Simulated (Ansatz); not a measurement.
**C$_{8}$H$_{14}$O (SMILES CC(=O)CCC=C(C)C): density, localisation and related maps**

The calculation's input:

```
crystal:
  periodic: [false, false, false]
  atoms:
    - {symbol: C, position_ang: [0.385142, 0.845938, -3.473117]}
    - {symbol: C, position_ang: [-0.554090, 0.720010, -2.303982]}
    - {symbol: O, position_ang: [-1.603246, 0.131293, -2.392982]}
    - {symbol: C, position_ang: [-0.109449, 1.382321, -1.019979]}
    - {symbol: C, position_ang: [-0.896077, 0.951356, 0.211733]}
    - {symbol: C, position_ang: [-0.637397, -0.472170, 0.584885]}
    - {symbol: C, position_ang: [0.050626, -0.928520, 1.632480]}
    - {symbol: C, position_ang: [0.220247, -2.399909, 1.853239]}
    - {symbol: C, position_ang: [0.702365, -0.068494, 2.669234]}
    - {symbol: H, position_ang: [0.773031, 1.863766, -3.561642]}
    - {symbol: H, position_ang: [1.245883, 0.190656, -3.305604]}
    - {symbol: H, position_ang: [-0.115460, 0.548541, -4.392863]}
    - {symbol: H, position_ang: [-0.213721, 2.463478, -1.186140]}
    - {symbol: H, position_ang: [0.963595, 1.208337, -0.883738]}
    - {symbol: H, position_ang: [-1.961601, 1.074061, -0.005699]}
    - {symbol: H, position_ang: [-0.658333, 1.626389, 1.035595]}
    - {symbol: H, position_ang: [-1.058754, -1.205029, -0.099099]}
    - {symbol: H, position_ang: [-0.269011, -2.983874, 1.072606]}
    - {symbol: H, position_ang: [1.280993, -2.673710, 1.875324]}
    - {symbol: H, position_ang: [-0.197791, -2.700923, 2.820324]}
    - {symbol: H, position_ang: [0.299131, -0.293140, 3.662685]}
    - {symbol: H, position_ang: [1.776383, -0.278504, 2.718470]}
    - {symbol: H, position_ang: [0.577545, 0.998095, 2.488291]}
basis:
  gaussian: {orbitals: def2-TZVPP}
hamiltonian: {xc: pbe0, dispersion: d4}
output: {orbitals: {seedname: orbitals}}
```

Command:

```sh
ansatz run in.yaml --threads 4 --pin off --events-out ev --progress --plain --max-ram 46080MiB --backend cuda --devices 0, --max-vram 37GiB
```

Geometry: PBE0-D4/def2-TZVP.

Theory: RKS PBE0-D4/def2-TZVPP (Ansatz 0.2.0).

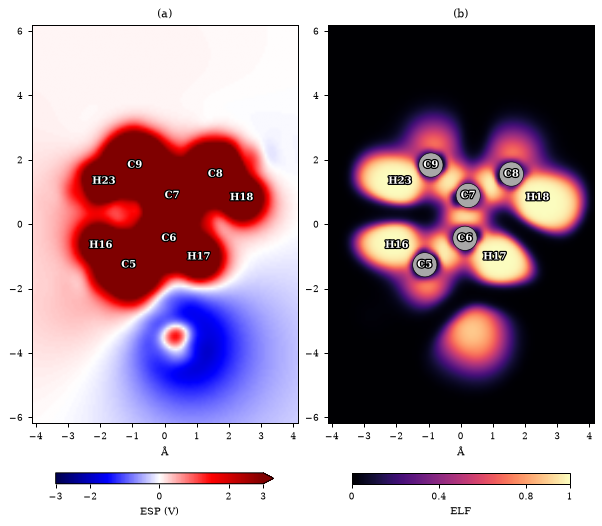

Figure 1. (a) electrostatic potential; (b) ELF on the plane of atoms C6, C7 and C8. Grey discs cover the atomic cores in the ELF map.

> Describe what can be read from this map.

Atoms in the plane: C and H.
C–C (1.33 Å): the ELF peaks at about 0.90 between the atoms; a short, multiple covalent bond.
C–H (1.09 Å): the ELF climbs to about 1 towards the hydrogen, as it does in any bond to H (an ordinary covalent bond to hydrogen).
C–C (1.49 Å): the ELF peaks at about 0.95 between the atoms: a shared electron pair.
The ELF also peaks beside O3, away from the bonds: lone-pair regions.
Outside the dense part of the molecule the potential is most negative (−1.9 V) near O3, which lies off the plane.

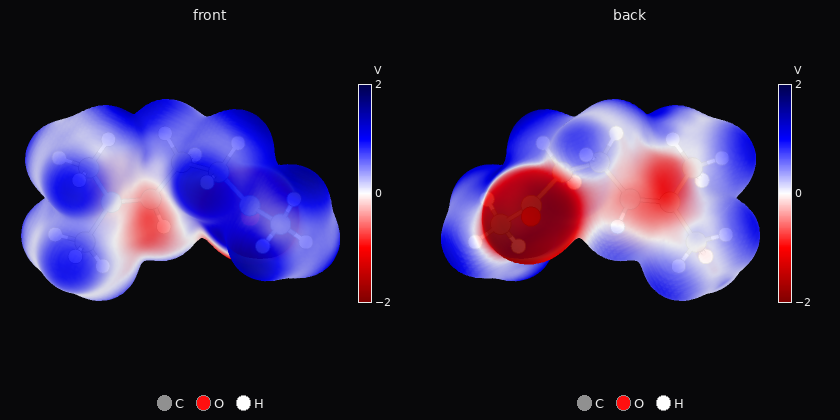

Figure 2. The electrostatic potential painted on the density surface at 0.004 e/bohr³, seen from the front and from behind; the colour scale runs from red (negative) to blue (positive).

> Describe the electrostatic potential map.

The most negative region (about −1.9 V, or −44 kcal/mol for a unit charge) lies over O3, the most positive (about +1.5 V, or +35 kcal/mol for a unit charge) over H10 and H11. O3 is the likeliest acceptor of a hydrogen bond.

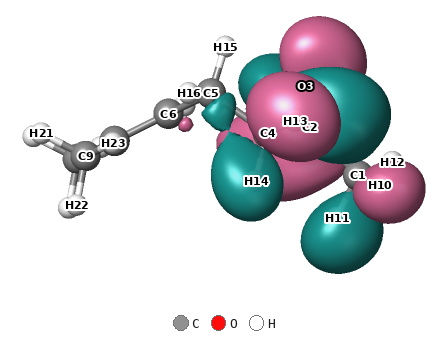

Figure 3. The LUMO at ±0.06 Å⁻³ᐟ² (teal and pink are the two phases), seen from one side.

> Where does this orbital lie, and at what energy?

It lies mainly on C2 (about 40 %), O3 (about 30 %), C4 (about 5 %) and C1 (about 5 %); π-antibonding (π*) across C2–O3. Its energy is −0.30 eV.

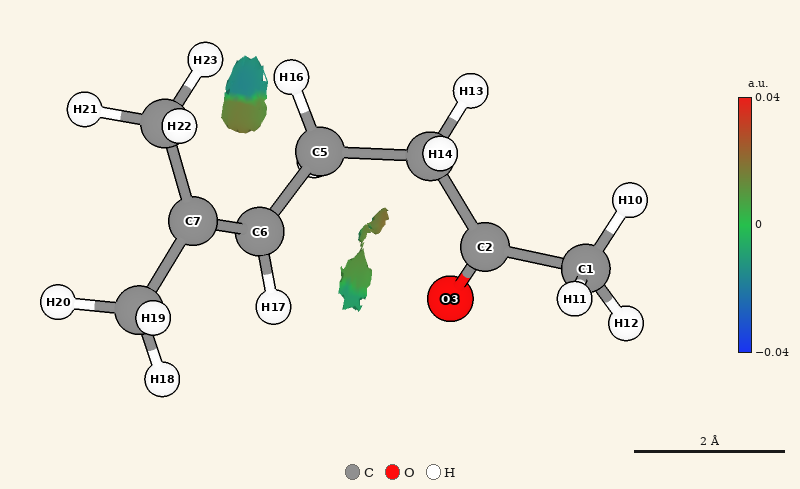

Figure 4. Non-covalent interaction (NCI) plot: the surface where the reduced density gradient is 0.5, for densities under 0.05 a.u., coloured by sign(λ₂)ρ; seen at an oblique angle.

> Identify the weak interactions.

Between H15 and C5 on one side and O3 and C2 on the other: a weak contact, attractive (blue-green) on one side and crowded (olive to red) on the other; between H23 and C9 on one side and H16 and C5 on the other: a weak contact, attractive (blue-green) on one side and crowded (olive to red) on the other.
